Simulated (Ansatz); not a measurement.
Ga₃PN₂

```
N P Ga
1.0
     3.39635    0.00000    0.00000
    -1.69817    2.94132    0.00000
     0.00000    0.00000    8.44531
N P Ga
2 1 3
Direct
  0.00000 0.00000 0.01661
  0.33333 0.66667 0.31546
  0.66667 0.33333 0.66234
  0.33333 0.66667 0.08453
  0.66667 0.33333 0.38526
  0.00000 0.00000 0.78580
```

Space group P3m1; started from the ordered alloy on zincblende lattice prototype, which need not be the ambient phase; computed pressure about 5 GPa in this cell.

Theory: DFT, PBE, plane waves, PAW in Ansatz.

In a PAW calculation such maps are meaningful between the atoms, not at the nuclei.

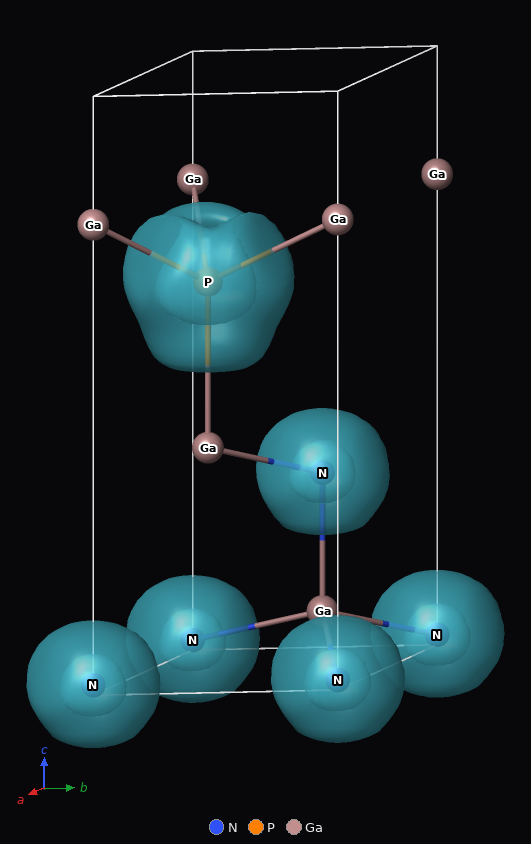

Figure 1. Isosurface of the ELF at 0.7 (cyan), seen slightly off an axis. Core shells and regions of very low density are left out. Sticks mark near contacts.

Question: What do the ELF domains correspond to?

Answer: The surface consists of one region on P in which the atom's valence shell and bonds are merged and two regions wrapped around N (the valence shell of each), counted in one cell of 6 atoms. Regions shared between cells count once. Profiles from the grid: Ga–N (1.95 Å): the ELF peaks at about 0.85 in the valence shell of N, 0.7 Å from its nucleus, and is about 0.50 at the midpoint. Ga–P (2.22 Å): the ELF peaks at about 0.90 in the valence shell of P, 0.8 Å from its nucleus, and is about 0.75 at the midpoint.

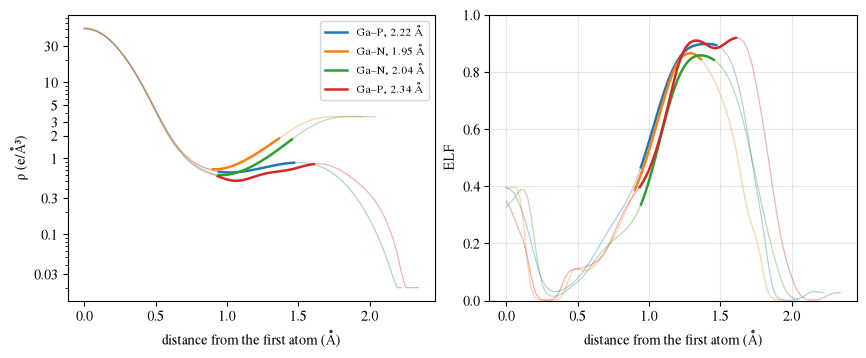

Figure 2. Valence pseudo-density and ELF along straight lines between neighbouring atoms. Thin, pale parts lie inside the atomic spheres.

Question: Compare the contacts.

Answer: Ga–P (2.22 Å): the density is about 0.67 e/Å³ at the midpoint; the ELF peaks at about 0.90 in the valence shell of P, 0.8 Å from its nucleus, and is about 0.75 at the midpoint.
Ga–N (1.95 Å): ρ at the midpoint is about 0.74 e/Å³; the ELF peaks at about 0.85 in the valence shell of N, 0.7 Å from its nucleus, and is about 0.50 at the midpoint.
Ga–N (2.04 Å): the density is about 0.62 e/Å³ at the midpoint; the ELF peaks at about 0.85 in the valence shell of N, 0.7 Å from its nucleus, and is about 0.45 at the midpoint.
Ga–P (2.34 Å): ρ at the midpoint is about 0.56 e/Å³; the ELF peaks at about 0.90 in the valence shell of P, 0.7 Å from its nucleus, and is about 0.75 at the midpoint.
